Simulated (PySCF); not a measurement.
**C7H8 (cycloheptatriene): levels of theory compared**

Wanted: a comparison of 6 runs (HF/3-21G, B2PLYP/6-31G*, B3LYP/6-31G*, BHLYP/6-31G*, CAM-B3LYP/6-31G*, SCS-MP2/6-31G*) of C7H8 (cycloheptatriene). 

The results are computed with PySCF 2.14.0.

1 further run of the same task is left out (set aside as unsound or not needed).

## 1. The system as given

C7H8: 15 atoms, total charge 0, spin state singlet. As SMILES, `C1=CC=CCC=C1`. The C1–H8 distance was set to 1.956 Å, away from the relaxed value. At this shape a bond of the SMILES string is far longer than usual.

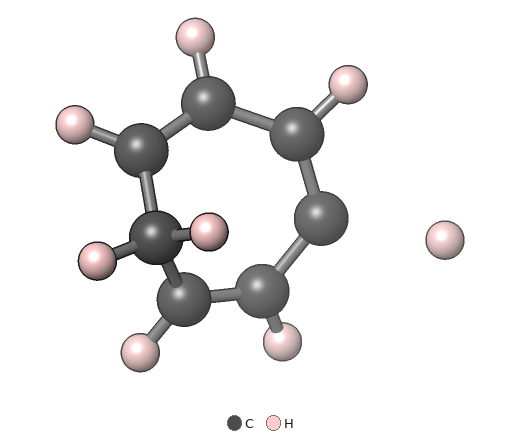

The structure, seen from a chosen angle (carbon dark grey, hydrogen pink).

## 2. A single-point energy at HF/3-21G (run 1)

The input, input.py:

```python
from pyscf import gto

mol = gto.M(
    atom='''
C     -0.722741    -0.274530     1.234995
C      1.748397    -0.935216     1.429221
C      3.375659    -1.577987    -0.645850
C      3.209382    -0.598051    -2.981325
C      1.475143     1.560111    -3.547090
C     -1.162537     0.570820    -3.324952
C     -2.131740    -0.105532    -1.078710
H     -2.647393     0.008239     4.377324
H      2.486827    -1.261439     3.317038
H      4.812040    -2.999175    -0.278676
H      4.369958    -1.363560    -4.490006
H      1.831054     2.340927    -5.419411
H      1.767106     3.063161    -2.148862
H     -2.315610     0.423894    -5.015464
H     -4.119845    -0.611109    -0.980690
''',
    max_memory=1860,
    unit='bohr',
    verbose=3,
    basis='3-21g',
)

myscf = mol.RHF()
myscf.conv_tol = 1e-10
myscf.kernel()
if not myscf.converged:
    myscf = myscf.newton().run(myscf.mo_coeff, myscf.mo_occ)

energy = myscf.e_tot
print('E(%s) = %.9f' % ('HF', energy))
```

The run is started by

```
OMP_NUM_THREADS=1 python input.py
```

What it wrote:

```text
converged SCF energy = -268.028892032835
E(HF) = -268.028892033
```

Wall time 1.2 s (1 thread of Intel Xeon at 2.70GHz, shared host); peak memory 0.16 GiB.

## 3. The energy at B2PLYP/6-31G(d) (spherical functions) (run 2)

The input, calc.py:

```python
from pyscf import gto, dft, mp

system = gto.M(
    atom='''
C     -0.722741    -0.274530     1.234995
C      1.748397    -0.935216     1.429221
C      3.375659    -1.577987    -0.645850
C      3.209382    -0.598051    -2.981325
C      1.475143     1.560111    -3.547090
C     -1.162537     0.570820    -3.324952
C     -2.131740    -0.105532    -1.078710
H     -2.647393     0.008239     4.377324
H      2.486827    -1.261439     3.317038
H      4.812040    -2.999175    -0.278676
H      4.369958    -1.363560    -4.490006
H      1.831054     2.340927    -5.419411
H      1.767106     3.063161    -2.148862
H     -2.315610     0.423894    -5.015464
H     -4.119845    -0.611109    -0.980690
''',
    basis='6-31g*',
    charge=0,
    unit='bohr',
    max_memory=1860,
    verbose=4,
)

myscf = dft.RKS(system)
myscf.xc = '0.53*HF + 0.47*B88, 0.73*LYP'
myscf.conv_tol = 1e-10
myscf.grids.level = 5
myscf.kernel()
if not myscf.converged:
    myscf = myscf.newton().run(myscf.mo_coeff, myscf.mo_occ)

pt = mp.MP2(myscf, frozen=7).run()
e_final = myscf.e_tot + 0.27 * pt.e_corr
print('PT2 part  %.8f' % (0.27 * pt.e_corr))
print(f'total energy: {e_final:.8f} hartree')
```

The run is started by

```
OMP_NUM_THREADS=1 python calc.py
```

What it wrote:

```text
PySCF version 2.14.0

[... 89 lines left out ...]
converged SCF energy = -270.746160740606
[... 1 line left out ...]
******** <class 'pyscf.mp.mp2.RMP2'> ********
nocc = 18, nmo = 107
frozen orbitals 7
E(RMP2) = -271.873058350274  E_corr = -1.12689760966754
E(SCS-RMP2) = -271.849744716428  E_corr = -1.10358397582204
E_corr(same-spin) = -0.28695364128347
E_corr(oppo-spin) = -0.839943968384068
PT2 part  -0.30426235
total energy: -271.05042310 hartree
```

Wall time 35 s (1 thread of Intel Xeon at 2.70GHz, shared host); peak memory 0.63 GiB.

Runs 3 to 5 aren't shown in full; the table further down has their settings and results.

## 4. The energy at SCS-MP2/6-31G(d) (spherical functions) (run 6)

The input, geometry.xyz:

```xyz
15

C     -0.382458    -0.145275     0.653531
C      0.925212    -0.494895     0.756311
C      1.786322    -0.835035    -0.341769
C      1.698332    -0.316475    -1.577649
C      0.780612     0.825575    -1.877039
C     -0.615188     0.302065    -1.759489
C     -1.128068    -0.055845    -0.570829
H     -1.400940     0.004360     2.316380
H      1.315972    -0.667525     1.755301
H      2.546422    -1.587095    -0.147469
H      2.312482    -0.721565    -2.376009
H      0.968952     1.238765    -2.867829
H      0.935112     1.620955    -1.137129
H     -1.225368     0.224315    -2.654069
H     -2.180128    -0.323385    -0.518959
```

The input, calc.py:

```python
from pyscf import gto, scf, mp

mol = gto.M(
    atom='geometry.xyz',
    spin=0,
    basis='6-31g*',
    verbose=4,
    max_memory=1860,
)

mf = scf.RHF(mol)
mf.conv_tol = 1e-10
mf.kernel()
if not mf.converged:
    mf = mf.newton().run(mf.mo_coeff, mf.mo_occ)

pt = mp.MP2(mf, frozen=7).run()
etot = mf.e_tot + 1.2 * pt.e_corr_os + pt.e_corr_ss / 3
print('Final energy', etot)
```

The run is started by

```
OMP_NUM_THREADS=1 python calc.py
```

What it wrote:

```text
PySCF version 2.14.0

[... 77 lines left out ...]
converged SCF energy = -269.528956709487
[... 1 line left out ...]
******** <class 'pyscf.mp.mp2.RMP2'> ********
nocc = 18, nmo = 107
frozen orbitals 7
E(RMP2) = -270.430857840362  E_corr = -0.901901130874935
E(SCS-RMP2) = -270.412550361444  E_corr = -0.883593651956559
E_corr(same-spin) = -0.229255044338495
E_corr(oppo-spin) = -0.67264608653644
Final energy -270.4125503614438
```

Run time: 4.5 s. Hardware: 1 thread of Intel Xeon at 2.70GHz, shared host; peak memory 0.38 GiB.

## 5. All runs side by side

| run | level | frozen core orbitals | integration grid | energy (Eh) | dipole moment (D) of the reference | HOMO energy (eV) | LUMO energy (eV) | wall time |
| --- | --- | --- | --- | --- | --- | --- | --- | --- |
| 1 | HF/3-21G | – | – | -268.028892 | 1.76 | -8.45 | 2.43 | 1.2 s |
| 2 | B2PLYP/6-31G* (spherical functions) | 7 | 5 | -271.050423 | 1.81 | -7.07 | -0.08 | 35 s |
| 3 | B3LYP/6-31G* (spherical functions) | – | 5 | -271.377882 | 1.76 | -6.11 | -1.68 | 31 s |
| 4 | BHLYP/6-31G* (spherical functions) | – | 5 | -271.190363 | 1.75 | -7.16 | -0.41 | 44 s |
| 5 | CAM-B3LYP/6-31G* (spherical functions) | – | 5 | -271.201503 | 1.66 | -7.51 | -0.28 | 79 s |
| 6 | SCS-MP2/6-31G* (spherical functions) | 7 | – | -270.412550 | 2.01 | -8.43 | 2.29 | 4.5 s |

## 6. Outcome

| quantity | value |
| --- | --- |
| run 6: total energy | -270.41255 Eh |
| run 6: dipole moment (Hartree–Fock density) | 2.01 D |
| run 6: HOMO energy (Hartree–Fock orbitals) | -8.43 eV |
| run 6: LUMO energy (Hartree–Fock orbitals) | 2.29 eV |
| run 6: HOMO–LUMO gap (Hartree–Fock orbitals) | 10.72 eV |
| run 6: correlation energy (7 core orbitals frozen) | -883.6 mEh |

What this shows: Over runs 1, 2, 3, 4, 5 the dipole moment (its size) runs from 1.66 D (CAM-B3LYP/6-31G*) to 1.81 D (B2PLYP/6-31G*). A double hybrid's value is that of its SCF part. Over runs 1, 2, 3, 4, 5 the HOMO–LUMO gap runs from 4.43 eV (B3LYP/6-31G*) to 10.88 eV (HF/3-21G). The two ends differ in method and basis. Totals of different functionals can't be ranked against each other. In runs 1, 2, 3, 4, 5, 6 a closed-shell determinant meets a far-stretched bond, which it describes badly. All runs together took 3.2 min, the longest 79 s.
